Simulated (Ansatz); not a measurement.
```tsv
atom	x (Å)	y (Å)	z (Å)
F	-1.1461	1.3639	1.8102
In	-1.5887	0.4379	0.1047
C	0.1520	-0.6728	-0.6731
B	-0.1502	-2.0588	-0.0697
S	-1.1662	-3.3441	-0.8327
H	-3.2161	0.7111	-0.4181
H	1.0206	-0.1359	-0.2466
H	0.0856	-0.5598	-1.7736
H	0.2066	-2.3611	1.0545
H	-1.3919	-2.7524	-2.0442
```

Core potentials replace the inner electrons of In.

Method: RKS PBE/def2-SVP (Ansatz 0.2.0).

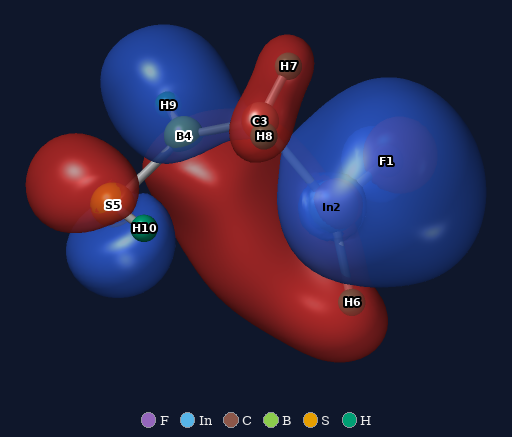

CH5BFInS (SMILES [F][InH][CH2]BS). One frontier orbital at ±0.05 Å⁻³ᐟ² (blue and red are the two phases), seen at a tilt.

Question: Which orbital is it: HOMO or LUMO?

Answer: The LUMO, at −2.66 eV. Its weight (Hirshfeld) is mainly on In2 (about 55 %), B4 (about 15 %) and S5 (about 10 %).
